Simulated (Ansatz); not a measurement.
Bands of a (8,0) silicon nanotube, along its axis.

Calculation: PBE (plane waves to 420 eV, PAW; Ansatz, a first-principles code). Mesh 1×1×12. No spin polarisation. Isolated but for its images some 11 Å away. A hypothetical model, rolled from the flat sheet. It keeps the symmetry and period of its start, so it need not be a minimum against all distortions.

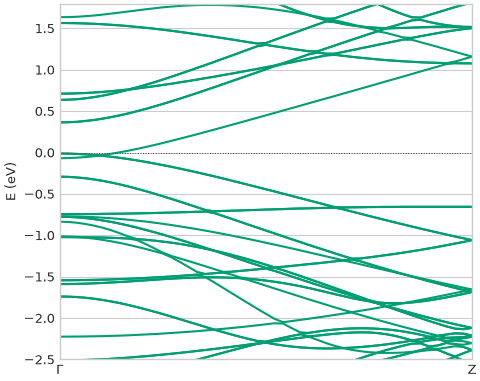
Figure. Bands from the zone centre to the zone edge (period 6.67 Å); the dotted line marks the highest filled level

**Question.** Is it a metal or a semiconductor at this level? Give what the bands show.

**Answer.** A metal in PBE.
PBE gap: none (under 0.01 eV)
